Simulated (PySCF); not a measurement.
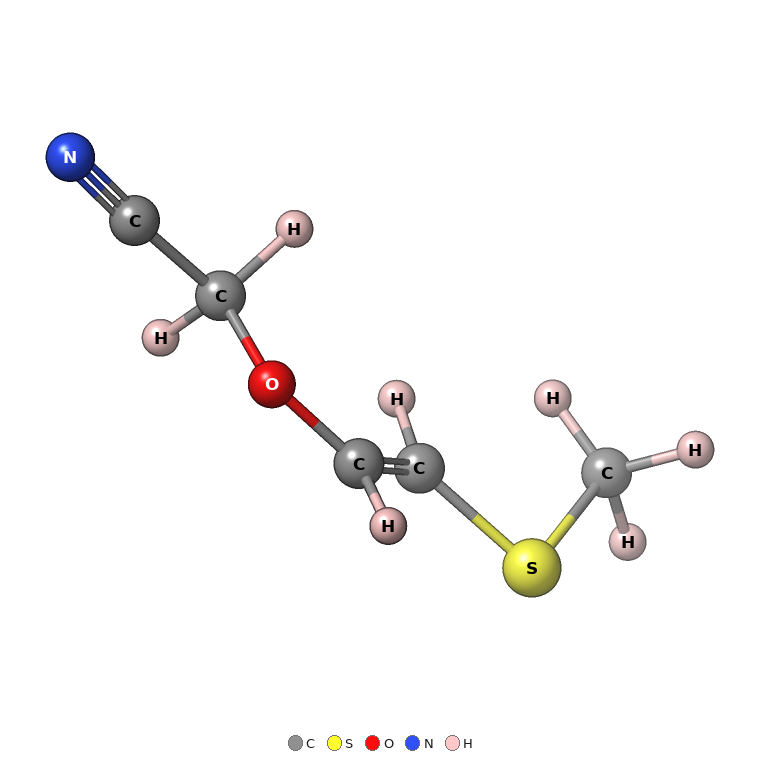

Orthographic view. Distant atoms are faded towards the background colour. Geometry: a frame of a GFN2-xTB molecular-dynamics simulation, not a minimum.

> Give the standard InChI.

InChI=1S/C5H7NOS/c1-8-5-4-7-3-2-6/h4-5H,3H2,1H3/b5-4+
